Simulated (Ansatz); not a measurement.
**CH6BN···HCl: density, localisation and related maps**

Input

```
crystal:
  periodic: [false, false, false]
  atoms:
    - { symbol: B, position_ang: [0.0, 0.0, 0.0] }
    - { symbol: "N", position_ang: [0.0, 0.0, 1.9] }
    - { symbol: H, position_ang: [-0.877, -0.2713, 2.43] }
    - { symbol: H, position_ang: [0.877, 0.2713, 2.43] }
    - { symbol: H, position_ang: [1.0305, 0.0, -0.595] }
    - { symbol: C, position_ang: [-1.3856, 0.0, -0.8] }
    - { symbol: H, position_ang: [-1.9458, -0.9305, -0.5708] }
    - { symbol: H, position_ang: [-1.9898, 0.8797, -0.4946] }
    - { symbol: H, position_ang: [-1.1839, 0.0508, -1.8903] }
    - { symbol: Cl, position_ang: [0.0903, -2.0478, 0.6811] }
    - { symbol: H, position_ang: [0.0502, -1.1392, 1.745] }
basis:
  gaussian: { orbitals: "6-31G*" }
hamiltonian:
  xc: blyp
  dispersion: d4
relax:
  f_tol: 0.15
  max_steps: 25
  restrain:
    - { distance: [0, 9], at: 3.06, k: 30.0 }
    - { distance: [10, 1], at: 2.26, k: 30.0 }
    - { distance: [0, 1], at: 1.55, k: 30.0 }
    - { distance: [10, 9], at: 1.37, k: 30.0 }
output:
  orbitals: {}
```

Run with:

```sh
ansatz run input.yaml --threads 1 --pin off --max-ram 2048MiB --backend cpu --events-out ev --progress --plain --runs-dir out
```

The fields are those of the run's last geometry, not of the input's.

Not at a stationary point (largest force 2.0 eV/Å).

Method: RKS BLYP-D4/6-31G* (Ansatz 0.2.0).

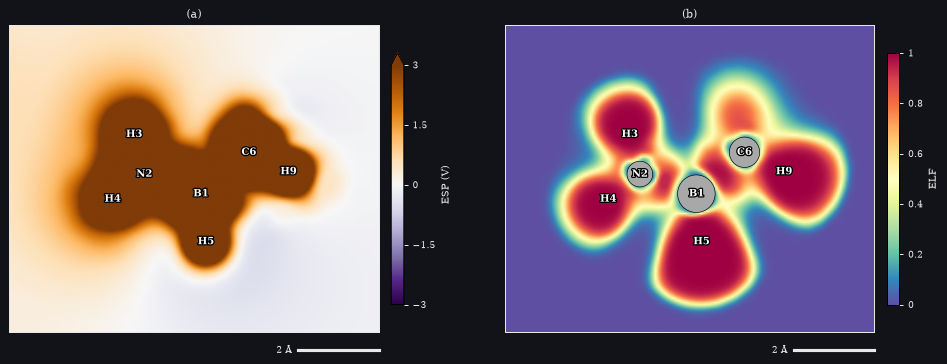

Figure 1. (a) molecular electrostatic potential; (b) electron localisation function on the plane of atoms B1, N2 and H3. Grey discs cover the atomic cores in the ELF map.

**Read the bonding off the picture.**

- The section cuts through B, N, H and C sites.
- B–N (1.49 Å): the ELF peaks at about 0.95 between the atoms (a polar covalent bond).
- C–B (1.58 Å): the ELF peaks at about 1 between the atoms; a covalent bond.
- N–H (1.02 Å): the ELF climbs to about 1 towards the hydrogen, as it does in any bond to H; a covalent bond by its length.
- C–H (1.10 Å): the ELF climbs to about 1 towards the hydrogen; an ordinary covalent bond to hydrogen.
- B–H (1.20 Å): the ELF climbs to about 1 towards the hydrogen: an ordinary covalent bond to hydrogen.
- Outside the dense part of the complex the potential is most negative (−0.5 V) near H5.

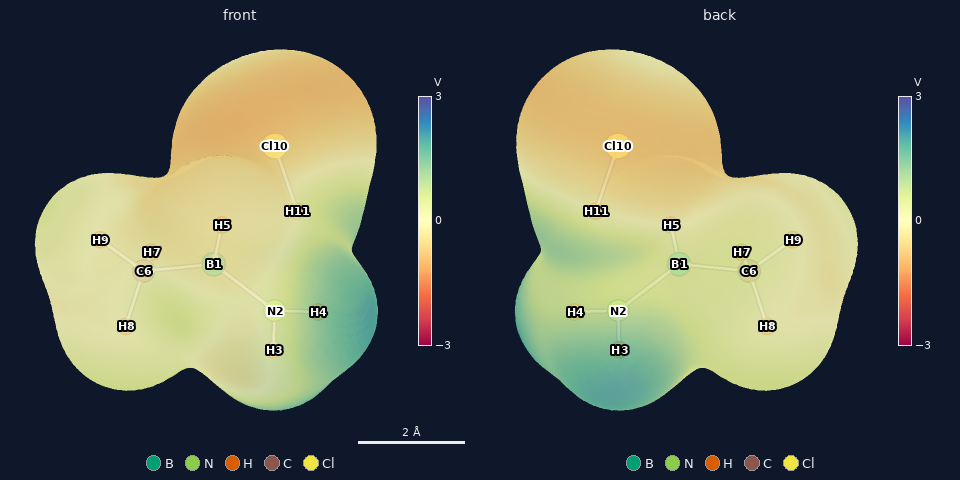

Figure 2. The electrostatic potential painted on the density surface at 0.002 e/bohr³, seen from the front and from behind; red is negative and blue positive.

**Which sites attract a positive test charge, and which a negative one?**

A positive charge is drawn to the negative regions and a negative charge to the positive ones. The most negative region (about −0.9 V, or −21 kcal/mol for a unit charge) lies over Cl10, the most positive (about +2.0 V, or +46 kcal/mol for a unit charge) over H3 and H4.

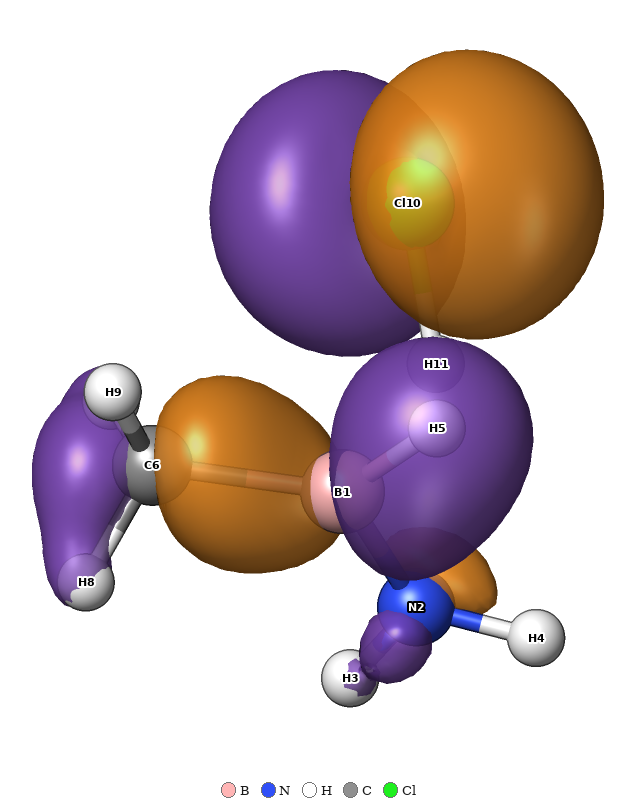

Figure 3. The HOMO−1 at ±0.1 Å⁻³ᐟ² (orange and purple are the two phases), seen at a tilt.

**Where does this orbital lie, and at what energy?**

It lies mainly on Cl10 (about 70 %), B1 (about 10 %), H5 (about 10 %) and C6 (about 5 %); largely a lone pair of Cl10. Its energy is −7.10 eV.
